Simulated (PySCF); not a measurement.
**Two runs on C5H10**

System: C5H10 (Cyclopropane, 1,1-dimethyl-), SMILES CC1(C)CC1.
Method of the first run: TDDFT PBE0/def2-SVP, vertical, gas phase, core orbitals frozen in the response (PySCF 2.14.0).

The geometry comes from this level: PBE0-D3(BJ)/def2-SVP. Text and figures count atoms from 1; the logs count them from 0 in places.

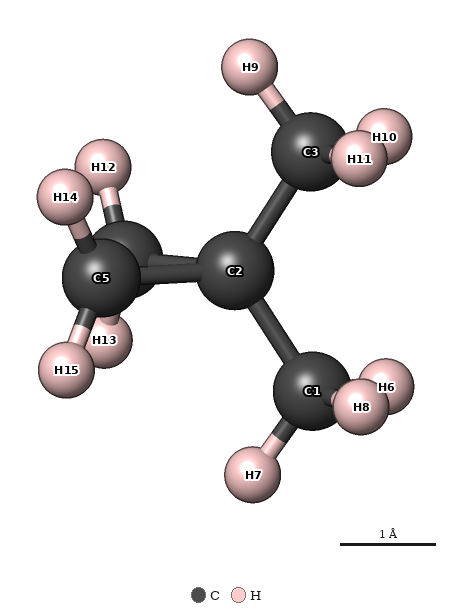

Fig. 1: The structure as given in the input (ball-and-stick view, seen at a tilt; atoms are numbered from 1 in the order of the input).

### The input, the first run
```
{"job": {"kind": "uv", "xc": "PBE0", "basis": "def2-SVP"}, "charge": 0, "multiplicity": 1}
C     -1.331051    -0.799297     0.035791
C     -0.006647    -0.075437    -0.013019
C      1.171244    -0.952400    -0.364922
C      0.001778     1.345525    -0.503757
C      0.217374     1.053156     0.954764
H     -1.572949    -1.247000    -0.942209
H     -2.152831    -0.118827     0.305566
H     -1.309874    -1.612041     0.780383
H      2.111176    -0.380110    -0.376247
H      1.042291    -1.406149    -1.361407
H      1.285804    -1.771700     0.363801
H      0.858890     1.682376    -1.094068
H     -0.949883     1.793201    -0.804581
H      1.222406     1.188956     1.364728
H     -0.586341     1.299659     1.654625
```

The first line tells a small driver script what to run in PySCF; the rest is the geometry in Å.

Launched with:
```bash
OMP_NUM_THREADS=1 python <driver script> task.json out
```

Hardware: 1 CPU thread, shared host.

### Output (the first run)
```
coarse grid: 11632 points
cycle   1  E = -196.0791126761  dE =  4.079e-01  |g| = 3.537e-01  |ddm| = 3.728e+00
cycle   2  E = -196.0740366132  dE =  5.076e-03  |g| = 3.936e-01  |ddm| = 8.962e-01
cycle   3  E = -196.1163756705  dE = -4.234e-02  |g| = 2.953e-02  |ddm| = 4.939e-01
cycle   4  E = -196.1164880609  dE = -1.124e-04  |g| = 1.984e-02  |ddm| = 4.952e-02
cycle   5  E = -196.1165799732  dE = -9.191e-05  |g| = 2.054e-03  |ddm| = 2.053e-02
cycle   6  E = -196.1165808055  dE = -8.323e-07  |g| = 7.776e-04  |ddm| = 3.125e-03
final grid: 109760 points
cycle   7  E = -196.1470870263  dE = -2.970e-05  |g| = 7.807e-03  |ddm| = 3.285e-02
cycle   8  E = -196.1470813479  dE =  5.678e-06  |g| = 9.139e-03  |ddm| = 1.921e-02
cycle   9  E = -196.1471038438  dE = -2.250e-05  |g| = 5.559e-04  |ddm| = 1.101e-02
cycle  10  E = -196.1471039108  dE = -6.700e-08  |g| = 1.545e-04  |ddm| = 6.957e-04
cycle  11  E = -196.1471039163  dE = -5.479e-09  |g| = 2.799e-05  |ddm| = 1.780e-04
cycle  12  E = -196.1471039164  dE = -1.450e-10  |g| = 1.352e-05  |ddm| = 4.551e-05
converged SCF energy = -196.1471039164

Static polarisability (au): isotropic 53.312, principal 50.638 53.308 55.990

Singlet excitations
state   eV       nm        f      main configurations
  1   8.1413    152.3   0.04303   H->L 0.99
  2   8.6624    143.1   0.00729   H-1->L 0.97
  3   8.7349    141.9   0.00000   H->L+1 0.99
  4   9.1691    135.2   0.00253   H-1->L+1 0.98
  5   9.2413    134.2   0.00575   H->L+2 0.99
  6   9.6149    129.0   0.09891   H->L+3 0.77, H-1->L+2 0.18
  7   9.8257    126.2   0.04330   H->L+4 0.95
  8   9.8736    125.6   0.00000   H->L+5 0.98
  9   9.9291    124.9   0.21990   H-1->L+2 0.75, H->L+3 0.19
 10  10.0776    123.0   0.00445   H->L+6 0.69, H-1->L+3 0.19, H-1->L+4 0.10

Triplet excitations (Tamm-Dancoff, eV): 7.9494 8.4403 8.4793 8.5944
```

The input of the second run differs as follows (lines with − go, lines with + come):
```diff
-"basis": "def2-SVP"
+"basis": "6-31G*"
```

What does this change do to the results?

The total energy of the second run is 83.7 kcal/mol lower, which measures the change of basis and not a stability. The HOMO goes from −7.57 to −7.38 eV. The LUMO goes from 1.85 to 2.78 eV. The dipole moment goes from 0.16 to 0.10 D. The lowest excitation goes from 8.14 to 8.80 eV. The strongest computed line goes from 9.93 to 10.19 eV. The number of SCF iterations is the same. The basis functions go from 120 to 90.

### Output (the second run)
```
coarse grid: 11632 points
cycle   1  E = -196.2785089327  dE =  4.482e-01  |g| = 4.017e-01  |ddm| = 3.224e+00
cycle   2  E = -196.2719540503  dE =  6.555e-03  |g| = 4.405e-01  |ddm| = 9.341e-01
cycle   3  E = -196.3245322289  dE = -5.258e-02  |g| = 3.106e-02  |ddm| = 5.105e-01
cycle   4  E = -196.3246760011  dE = -1.438e-04  |g| = 1.865e-02  |ddm| = 4.335e-02
cycle   5  E = -196.3247569312  dE = -8.093e-05  |g| = 1.989e-03  |ddm| = 1.719e-02
cycle   6  E = -196.3247576980  dE = -7.668e-07  |g| = 7.823e-04  |ddm| = 2.522e-03
final grid: 109760 points
cycle   7  E = -196.2804998927  dE = -2.959e-05  |g| = 8.225e-03  |ddm| = 2.260e-02
cycle   8  E = -196.2804948606  dE =  5.032e-06  |g| = 9.439e-03  |ddm| = 1.901e-02
cycle   9  E = -196.2805186510  dE = -2.379e-05  |g| = 5.395e-04  |ddm| = 1.042e-02
cycle  10  E = -196.2805187119  dE = -6.085e-08  |g| = 1.669e-04  |ddm| = 5.940e-04
cycle  11  E = -196.2805187183  dE = -6.454e-09  |g| = 2.815e-05  |ddm| = 1.569e-04
cycle  12  E = -196.2805187185  dE = -1.382e-10  |g| = 1.439e-05  |ddm| = 4.002e-05
converged SCF energy = -196.2805187185

Static polarisability (au): isotropic 51.120, principal 48.734 51.122 53.504

Singlet excitations
state   eV       nm        f      main configurations
  1   8.7956    141.0   0.03325   H->L 0.99
  2   9.2567    133.9   0.00000   H->L+1 0.99
  3   9.2671    133.8   0.00087   H-1->L 0.98
  4   9.6496    128.5   0.00470   H-1->L+1 0.99
  5  10.0325    123.6   0.01382   H->L+2 0.51, H->L+3 0.47
  6  10.1872    121.7   0.19314   H->L+3 0.45, H->L+2 0.39
  7  10.5214    117.8   0.03350   H->L+4 0.92
  8  10.5751    117.2   0.00288   H->L+6 0.71, H-1->L+2 0.12, H-1->L+3 0.10
  9  10.7299    115.6   0.16158   H-1->L+3 0.44, H-1->L+2 0.40
 10  10.7919    114.9   0.02380   H-1->L+4 0.47, H-1->L+3 0.22, H-1->L+2 0.21

Triplet excitations (Tamm-Dancoff, eV): 8.5465 8.8280 8.9004 8.9852
```

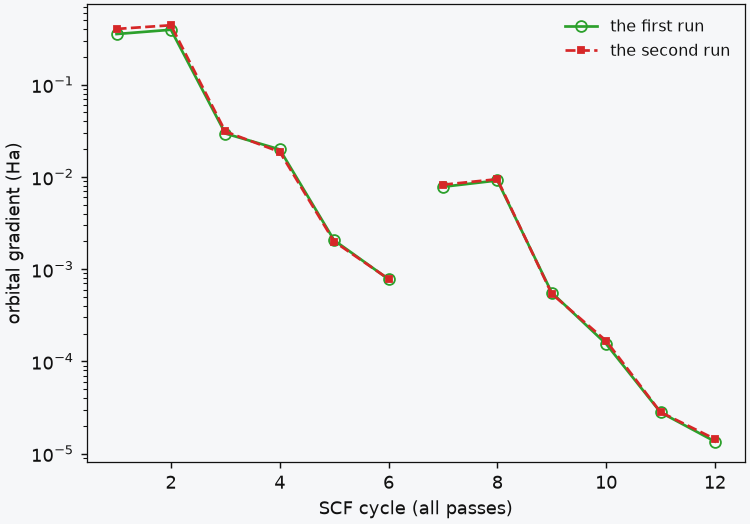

Fig. 2: Convergence of the two runs: orbital gradient against the SCF cycle. A break in a curve parts two SCF passes (coarse and final grid). The first run takes 12 cycles in all, and the second run takes 12.

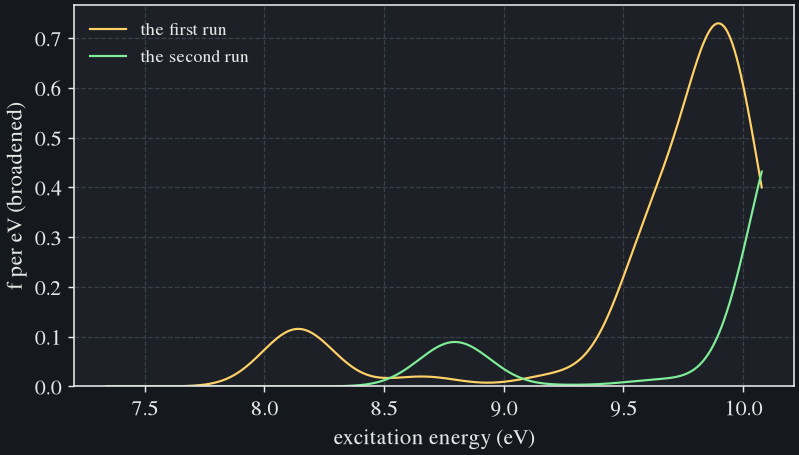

Fig. 3: Absorption of the two runs from their computed states, each broadened by a Gaussian of 0.35 eV full width; the range ends where the shorter list of states ends.

### The two runs side by side

| quantity | the first run | the second run |
| --- | --- | --- |
| outcome | converged | converged |
| total energy (hartree) | −196.147104 | −196.280519 |
| HOMO (eV) | −7.57 | −7.38 |
| LUMO (eV) | 1.85 | 2.78 |
| dipole moment (D) | 0.16 | 0.10 |
| lowest excitation (eV) | 8.14 | 8.80 |
| SCF iterations | 12 | 12 |
| strongest computed line (eV) | 9.93 | 10.19 |
| basis functions | 120 | 90 |
| wall time (shared host) | 23 s | 17 s |
